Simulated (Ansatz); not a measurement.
# B₈···B (doublet): what the fields show

```xyz
9

B     1.5722    1.3793    0.1549
B    -1.3071    1.4222   -0.2830
B     0.1499    1.9237   -0.0926
B    -1.5373   -1.3672   -0.1508
B    -2.0419    0.0676   -0.3133
B     1.3137   -1.3938    0.2829
B     2.0799   -0.0560    0.3180
B    -0.1019   -0.0350   -0.0135
B    -0.1275   -1.9409    0.0975
```

Geometry: PBE-D4/def2-SVP.

All numbers below come from UKS PBE0-D4/def2-TZVP (Ansatz 0.2.0).

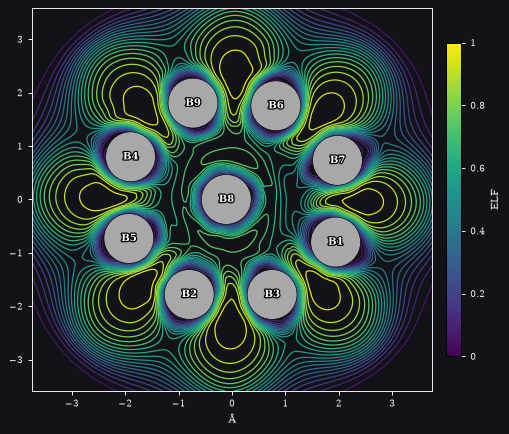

Figure 1. ELF on the molecular plane. Grey discs cover the atomic cores.

**What do the fields say about this system?**

- The plane passes through B nuclei.
- B8···B9 (1.91 Å): the ELF peaks at about 0.80 between the atoms.
- B–B (1.53 Å): the ELF peaks at about 0.95 between the atoms (a covalent bond).

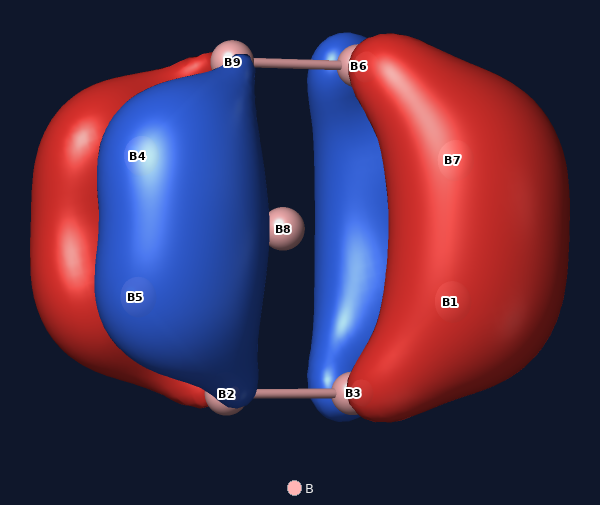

Figure 2. The HOMO (β) at ±0.1 Å⁻³ᐟ² (blue and red are the two phases), seen at a tilt.

**What is the character of this orbital?**

It lies mainly on B1 (about 20 %), B7 (about 20 %), B4 (about 15 %), B5 (about 15 %), B3 (about 5 %) and B6 (about 5 %); it changes sign across the molecular plane (π type); π-bonding across B1–B7 and B4–B5. Its energy is −6.55 eV.
